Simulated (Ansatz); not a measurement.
TiO2, space group P4_2/mnm (No. 136), a = 4.611 Å, b = 4.611 Å, c = 2.973 Å, α = 90.00°, β = 90.00°, γ = 90.00°

```tsv
site	Wyckoff	x	y	z
O	4f	0.3053	0.3053	0.0000
Ti	2a	0.0000	0.0000	0.0000
```

Geometry: the structure of a calculation's input, shown in its standard cell.

> Describe the coordination of Ti.

TiO6: a slightly distorted octahedron (coordination number 6, S = 0.42; next best trigonal prism, S = 16.0). Bonds: 4 × Ti–O 1.95 Å and 2 × Ti–O 1.99 Å. The next neighbour, not counted, lies at 2.97 Å.

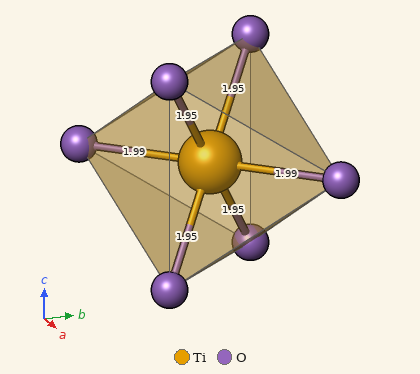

The polyhedron about Ti. Continuous shape measures are computed against ideal polyhedra (0 is ideal; above about 3 the distortion is strong).
